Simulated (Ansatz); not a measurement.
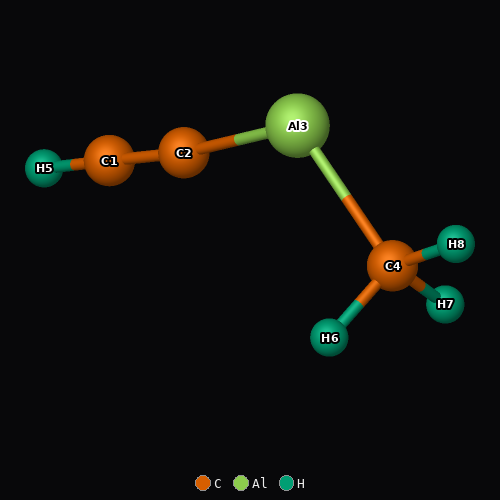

The system is C₃H₄Al, SMILES C#[C][Al][CH3], spin multiplicity 2; the picture shows the reference structure. Coordinates scanned: (1) angle C2–Al3–C4; (2) change of the bonds Al3–C2, Al3–C4, all alike. Nothing is relaxed (all other coordinates rigid). The grid has 9 × 9 points. Points are written as (first, second). Energies are in kJ/mol, from the relaxed molecule at the same level. Level of theory: UKS PBE0-D4/def2-SVP (Ansatz).

Its coordinates:

```yaml
atoms:
  - { symbol: C, position_ang: [2.6784, 0.0627, 0.5306] }
  - { symbol: C, position_ang: [1.5089, -0.2967, 0.4946] }
  - { symbol: Al, position_ang: [-0.2850, -0.9941, 0.5277] }
  - { symbol: C, position_ang: [-1.6850, 0.0277, -0.3973] }
  - { symbol: H, position_ang: [3.7046, 0.3863, 0.5571] }
  - { symbol: H, position_ang: [-1.7377, 1.0424, 0.0347] }
  - { symbol: H, position_ang: [-1.4078, 0.1420, -1.4599] }
  - { symbol: H, position_ang: [-2.6844, -0.4275, -0.3433] }
```

Range: angle C2–Al3–C4 from 72.9 to 162.9°; change of the bonds Al3–C2, Al3–C4, all alike from −0.214 to 0.331 Å.

Question: What landscape does the calculation give?

Answer: The lowest grid point is at (117.9°, −0.010 Å), 0.15 kJ/mol from the relaxed molecule at the same level. No other kind of well shows on this grid. The highest grid point, (72.9°, −0.214 Å), lies 311 kJ/mol above the lowest. Round the minimum the two coordinates are weakly coupled (coupling 0.10 in units of the two stiffnesses).

```
second ↓, first →  72.9  84.1  95.4  106.6  117.9  129.1  140.4  151.6  162.9
            0.331   176   135   113    102    100    107    121    141    167
            0.263   157   110    84     72     70     76     91    113    142
            0.194   142    88    58     44     42     48     64     87    118
            0.126   134    72    39     23     19     26     42     66     98
            0.058   135    65    28      9      5     11     26     50     82
           −0.010   149    70    27      6      0      5     20     44     75
           −0.078   179    90    42     18     10     14     28     51     80
           −0.146   231   132    77     50     39     42     54     75    102
           −0.214   311   201   139    107     94     94    105    124    148
```

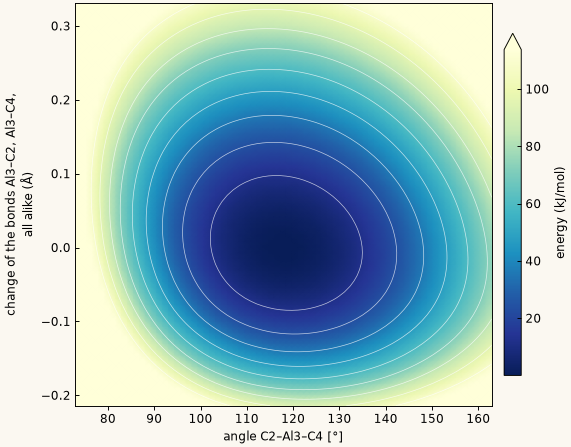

In the figure: a smooth colour map with a few white contour lines, one colour for all values above the top of the scale. Between grid points the surface is interpolated.

Time for the 81 points that were run: 7.4 min on 1 thread of Arm Neoverse V2, with other jobs on the host.
